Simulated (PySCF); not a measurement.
```xyz
17

C     1.9588    0.3018   -0.3839
C     0.6599    0.0805   -1.1773
C    -0.5253   -0.0178   -0.2814
C    -0.8993   -1.3632    0.2480
O    -1.7825   -1.3461    1.3321
C    -1.1531    1.1461    0.2474
Cl   -0.4018    1.5715    2.0137
H     2.7997    0.3952   -1.0664
H     2.1423   -0.5361    0.2836
H     1.8872    1.2069    0.2120
H     0.7550   -0.8378   -1.7611
H     0.5310    0.9188   -1.8658
H    -1.4003   -1.9508   -0.5352
H     0.0237   -1.9143    0.5071
H    -1.4433   -0.7239    1.9905
H    -2.1950    1.0175    0.5233
H    -0.9640    2.0638   -0.2967
```

Geometry: GFN2-xTB.

Method: UKS B3LYP, pcH-1 on C Cl H O, non-relativistic, mean-field spin-orbit, GIAO in PySCF 2.14.0, density-fitted response routines.

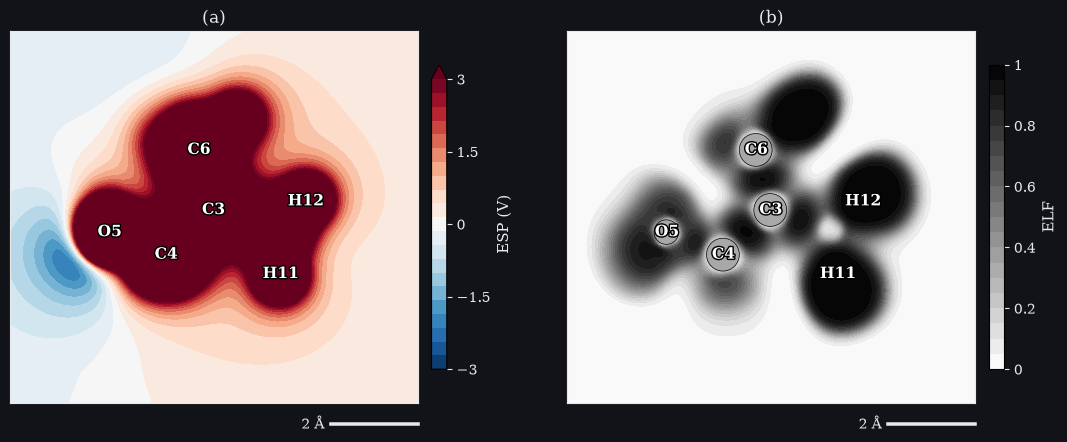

C5H10ClO (doublet). (a) electrostatic potential; (b) ELF on the plane of atoms C3, C4 and O5. Grey discs cover the atomic cores in the ELF map.

Interpret the plot.

The plane passes through C, O and H nuclei. C–O (1.40 Å): the ELF peaks at about 0.90 between the atoms: a polar covalent bond. C–C (1.42 Å): the ELF peaks at about 0.95 between the atoms: a covalent bond. C–C (1.49 Å): the ELF peaks at about 0.95 between the atoms; a shared electron pair. The ELF also peaks beside O5, away from the bonds: non-bonding electrons, paired or unpaired. Outside the dense part of the molecule the potential is most negative (−2.1 V) near O5.
